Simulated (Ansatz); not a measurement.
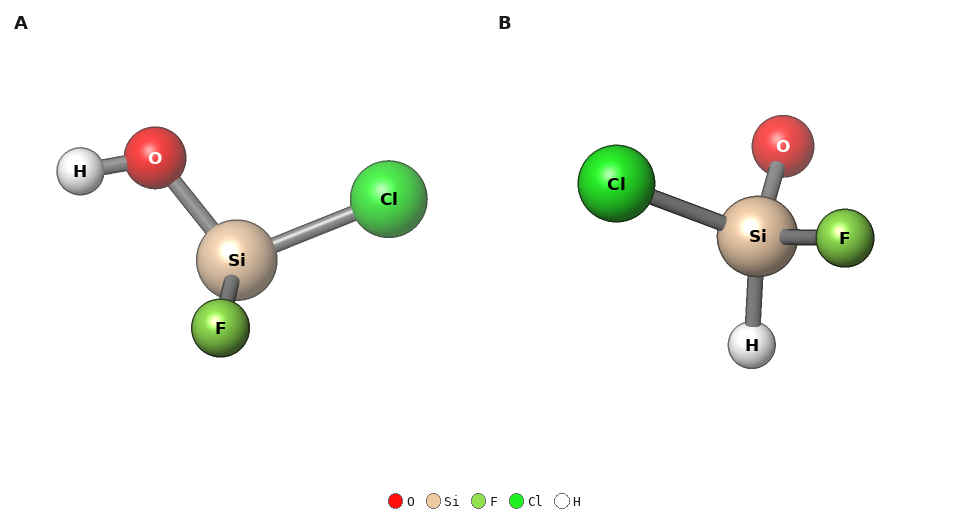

Depth is shown by fading: the farther an atom, the more it takes the colour of the background. State: neutral, doublet. The computed structure is the end point of a PBE0-D4/def2-TZVP optimisation. No frequency run is at hand to confirm it as a minimum.

**How are A and B related: the same structure turned, mirror images, conformers, diastereomers or constitutional isomers?**

They are constitutional isomers of ClFHOSi: A is O[Si](F)Cl, B is [O][Si@@H](F)Cl
